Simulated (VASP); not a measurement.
Shape and ions are relaxed at each volume.

Energy against volume of CuAu (L1_0). Method: PBE GGA with D3 dispersion (Becke-Johnson damping), VASP's PBE PAW potentials (set 64) (plane waves; VASP 6.6.1).

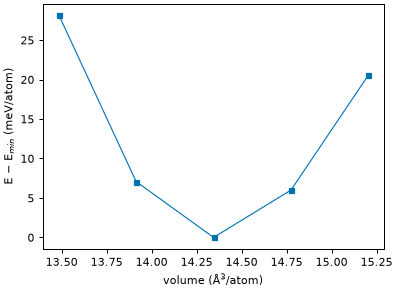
Figure: Energy against volume

### Question
Estimate the equilibrium volume and the bulk modulus.

### Answer
The minimum lies near 14.3 Å³/atom, and the curvature gives B0 of about 150 GPa.

The compound is CuAu in the L1_0 structure. It was relaxed first.
